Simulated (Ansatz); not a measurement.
# C3H4F+ (SMILES C=C([CH2+])F): functionals against CCSD(T) at one geometry

How do the functionals fare away from a minimum? The structure is a frame of a short trajectory.

Method: single points in def2-TZVPP; program: Ansatz 0.2.0, Gaussian basis.

Cores are frozen in the correlated methods.

**1. Starting geometry**

SMILES `C=C([CH2+])F`, 8 atoms, charge 1, spin multiplicity 1.

Atoms are counted from 1 here; the program's logs count them from 0.

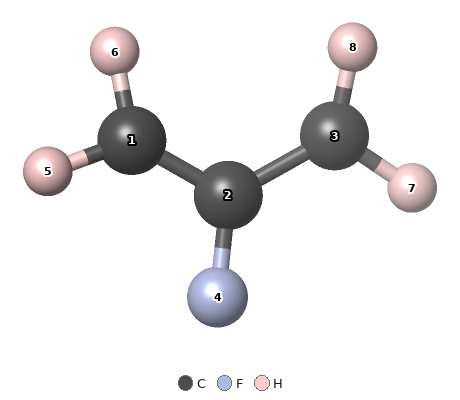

Start geometry, drawn with carbon dark grey, fluorine light blue, hydrogen pink; atoms are numbered from 1 in the order of the file.

As a file:

```
C    -0.8609    0.7211    0.4168
C    -0.3032   -0.3499   -0.1930
C     1.1748   -0.5137   -0.2888
F    -1.1337   -1.1165   -0.6993
H    -1.9221    0.9608    0.6254
H    -0.3745    1.6301    0.8067
H     1.5791   -1.4050   -0.8965
H     1.9666    0.0504    0.2211
```

**2. PBE-D4/def2-TZVPP**

run/in.yaml

```yaml
crystal:
  periodic: [false, false, false]
  atoms:
    - {symbol: C, position_ang: [-0.860894, 0.721144, 0.416823]}
    - {symbol: C, position_ang: [-0.303214, -0.349915, -0.193015]}
    - {symbol: C, position_ang: [1.174838, -0.513749, -0.288819]}
    - {symbol: F, position_ang: [-1.133678, -1.116477, -0.699252]}
    - {symbol: H, position_ang: [-1.922114, 0.960798, 0.625442]}
    - {symbol: H, position_ang: [-0.374468, 1.630071, 0.806712]}
    - {symbol: H, position_ang: [1.579059, -1.404999, -0.896456]}
    - {symbol: H, position_ang: [1.966638, 0.050363, 0.221092]}
basis:
  gaussian: {orbitals: def2-TZVPP}
total_charge: 1
hamiltonian: {xc: pbe, dispersion: d4}
output: {forces: true}
```

On the command line:

```console
ansatz run in.yaml --threads 2 --pin off --events-out ev --progress --plain --max-ram 3481MiB
```

**3. r2SCAN-D4/def2-TZVPP**

Changes to run/in.yaml since step 2:

```diff
@@ -14,3 +14,3 @@
 total_charge: 1
-hamiltonian: {xc: pbe, dispersion: d4}
+hamiltonian: {xc: r2scan, dispersion: d4}
 output: {forces: true}
```

**4. PBE0-D4/def2-TZVPP**

Changes to run/in.yaml since step 3:

```diff
@@ -14,3 +14,3 @@
 total_charge: 1
-hamiltonian: {xc: r2scan, dispersion: d4}
-output: {forces: true}
+hamiltonian: {xc: pbe0, dispersion: d4}
+output: {forces: true, orbitals: {seedname: orbitals}}
```

**5. wB97M-V/def2-TZVPP**

Changes to run/in.yaml since step 4:

```diff
@@ -14,3 +14,3 @@
 total_charge: 1
-hamiltonian: {xc: pbe0, dispersion: d4}
-output: {forces: true, orbitals: {seedname: orbitals}}
+hamiltonian: {xc: {name: wB97M-V}}
+output: {forces: true}
```

**6. CCSD(T)/def2-TZVPP**

Changes to run/in.yaml since step 5:

```diff
@@ -14,3 +14,3 @@
 total_charge: 1
-hamiltonian: {xc: {name: wB97M-V}}
+correlation: {method: ccsd_t}
 output: {forces: true}
```

(Steps that only read results are left out.)

Before running it: what results should come out? Wanted: energy less free atoms, CCSD(T)/def2-TZVPP; RMS force component; RMS force error; HOMO and LUMO, PBE0-D4; T1 diagnostic.

As calculated:

| quantity | value |
| --- | --- |
| energy less free atoms, CCSD(T)/def2-TZVPP | -2265.5 kJ/mol |
| RMS force component | 1.884 to 1.994 eV/Å over the methods |
| RMS force error | PBE-D4 0.168, r2SCAN-D4 0.120, PBE0-D4 0.179, wB97M-V 0.244 eV/Å |
| HOMO and LUMO, PBE0-D4 | -14.89 and -10.62 eV |
| T1 diagnostic | 0.020 |

Against CCSD(T) the functionals' energies less atoms differ by -209.0 to -90.2 kJ/mol, PBE-D4 by -209.0 kJ/mol. A larger basis would deepen the CCSD(T) value, while the functionals are nearly converged already, so the order here is not reliable. The forces of r2SCAN-D4 come nearest to CCSD(T), those of wB97M-V are farthest. Frozen-core CCSD(T) forces in triple zeta carry basis errors of their own, and this is one geometry, so small gaps rank nothing. The restricted Hartree–Fock reference is unstable towards an unrestricted one at one or more of these structures.
